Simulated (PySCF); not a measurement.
# QCISD(T)/STO-3G run of [SiCl3]+ (SMILES Cl[Si+](Cl)Cl)

What is the energy change on altering one bond length of [SiCl3]+ at QCISD(T)/STO-3G? The job is set up through a Python script.

Program for the calculation: PySCF 2.14.0.

8 further runs of the same task are left out: 1 that didn't finish, 7 set aside as unsound or not needed.

## Step 1: Starting point

The species is [SiCl3]+ (4 atoms), meant as a singlet with charge +1. SMILES: `Cl[Si+](Cl)Cl`. Geometry: relaxed at PBE0-D4/def2-TZVP.

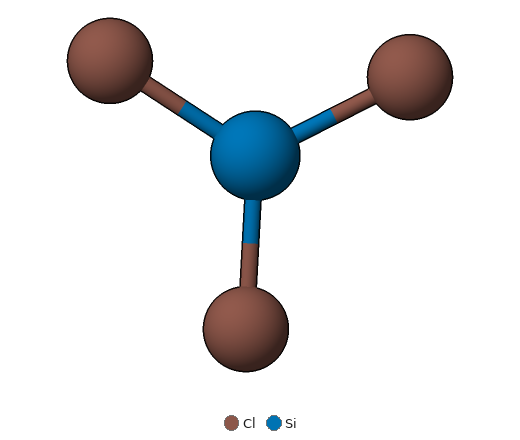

The structure, seen from a chosen angle (chlorine brown, silicon blue).

## Step 2: The energy at QCISD(T)/STO-3G

Contents of calc.py:

```python
from pyscf import gto, cc

mol = gto.Mole()
mol.atom = '''
Cl      -1.556000      -0.622300       0.990900
Si       0.000000      -0.000100      -0.000100
Cl       1.772000      -0.669600       0.449500
Cl      -0.216000       1.292000      -1.440300
'''
mol.basis = 'sto-3g'
mol.max_memory = 1860
mol.verbose = 3
mol.charge = 1
mol.build()

calc0 = mol.RHF()
calc0.conv_tol = 1e-10
calc0.kernel()
if not calc0.converged:
    calc0 = calc0.newton().run(calc0.mo_coeff, calc0.mo_occ)

mycc = cc.QCISD(calc0, frozen=20)
mycc.kernel()
e_t = mycc.qcisd_t()
energy = mycc.e_tot + e_t
print('Final energy', energy)
```

On the command line:

```bash
$ OMP_NUM_THREADS=1 python calc.py
```

What it wrote:

```text
converged SCF energy = -1649.18468491683
E(QCISD) = -1649.260135072676  E_corr = -0.0754501558511083
QCISD(T) correction = -0.00359962204243687
Final energy -1649.2637346947186
```

Wall time 1 s (1 thread of Arm Neoverse V1, shared host); peak memory 0.12 GiB.

## Step 3: The distorted shape, same level

Contents of calc.py:

```python
from pyscf import gto, scf, cc

mol = gto.M(
    atom='''
Cl    -2.736329    -2.396802     3.233287
Si     0.204085    -1.221014     1.360569
Cl     3.552679    -2.486186     2.210190
Cl    -0.408181     2.441526    -2.721773
''',
    spin=0,
    charge=1,
    unit='bohr',
    basis='sto-3g',
    verbose=3,
    max_memory=1860,
)

mf = scf.RHF(mol)
mf.conv_tol = 1e-10
mf.kernel()
if not mf.converged:
    mf = mf.newton().run(mf.mo_coeff, mf.mo_occ)

mycc = cc.QCISD(mf, frozen=20)
mycc.kernel()
e_t = mycc.qcisd_t()
etot = mycc.e_tot + e_t
print('E = %.10f Eh' % etot)
```

On the command line:

```bash
$ OMP_NUM_THREADS=1 python calc.py
```

What it wrote:

```text
converged SCF energy = -1649.04883845019
E(QCISD) = -1649.172107826121  E_corr = -0.123269375934318
QCISD(T) correction = -0.00676679243471775
E = -1649.1788746186 Eh
```

It took 0.91 s on 1 thread of Arm Neoverse V1, shared host; peak memory 0.1 GiB.

## Step 4: Outcome

At QCISD(T)/STO-3G, 20 core orbitals frozen:

| quantity | value |
| --- | --- |
| first shape: total energy | -1649.26373 Eh |
| first shape: HOMO energy (Hartree–Fock orbitals) | -18.76 eV |
| first shape: LUMO energy (Hartree–Fock orbitals) | -4.43 eV |
| first shape: HOMO–LUMO gap (Hartree–Fock orbitals) | 14.33 eV |
| first shape: correlation energy (20 core orbitals frozen) | -79.0 mEh |
| first shape: (T) correction | -3.60 mEh |
| first shape: T1 diagnostic | 0.014 |
| distorted shape: total energy | -1649.17887 Eh |
| distorted shape: HOMO energy (Hartree–Fock orbitals) | -15.81 eV |
| distorted shape: LUMO energy (Hartree–Fock orbitals) | -7.28 eV |
| distorted shape: HOMO–LUMO gap (Hartree–Fock orbitals) | 8.52 eV |
| distorted shape: correlation energy (20 core orbitals frozen) | -130.0 mEh |
| distorted shape: (T) correction | -6.77 mEh |
| distorted shape: T1 diagnostic | 0.017 |
| energy change with the Si2–Cl4 bond stretched from 1.947 to 2.920 Å | 2.309 eV |

**Reading.** With the Si2–Cl4 bond stretched from 1.947 to 2.920 Å the energy rises by 2.31 eV (223 kJ/mol). The first shape isn't relaxed at this level, so the change isn't measured from a minimum. The minimal basis adds a large error of its own. The triples (first shape) make up 4.6 % of the correlation energy. The triples (distorted shape) make up 5.2 % of the correlation energy.
